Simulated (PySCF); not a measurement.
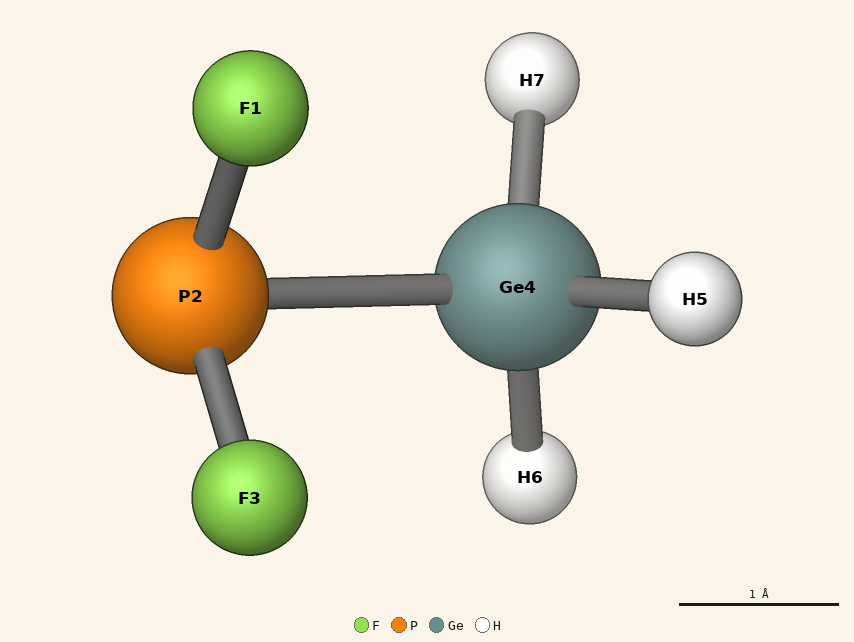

Atoms carry their numbers in the input. The geometry was computed by an optimisation with PBE0-D3(BJ)/def2-SVP. No frequency run is at hand to confirm it as a minimum.

Q: What is the geometry at Ge4?

A: Ge4 has 4 neighbours (P2 at 2.36, H5 at 1.54, H6 at 1.54, H7 at 1.54 Å); the arrangement is tetrahedral.

Q: What is the geometry at P2?

A: P2 has 3 neighbours (F1 at 1.62, F3 at 1.62, Ge4 at 2.36 Å); the arrangement is trigonal pyramidal.
